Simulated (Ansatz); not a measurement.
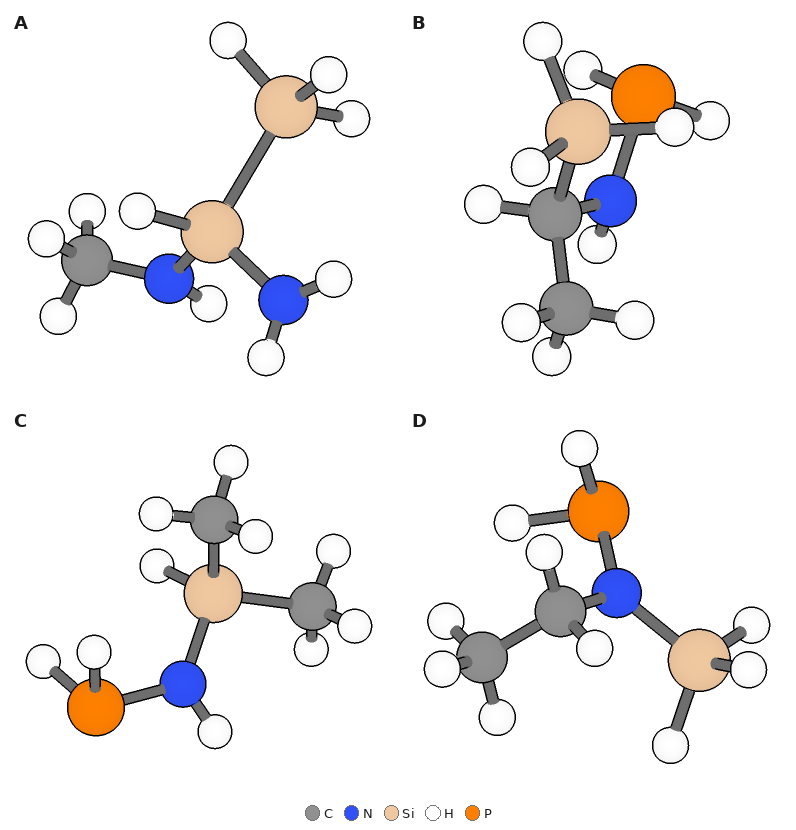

(Drawn from a calculation with Ansatz.)

> Match each picture to its SMILES.
(1) CCN([SiH3])P
(2) CN[Si@@H](N)[SiH3]
(3) C[C@@H]([SiH3])NP
(4) C[SiH](C)NP

A is (2), B is (3), C is (4), D is (1).
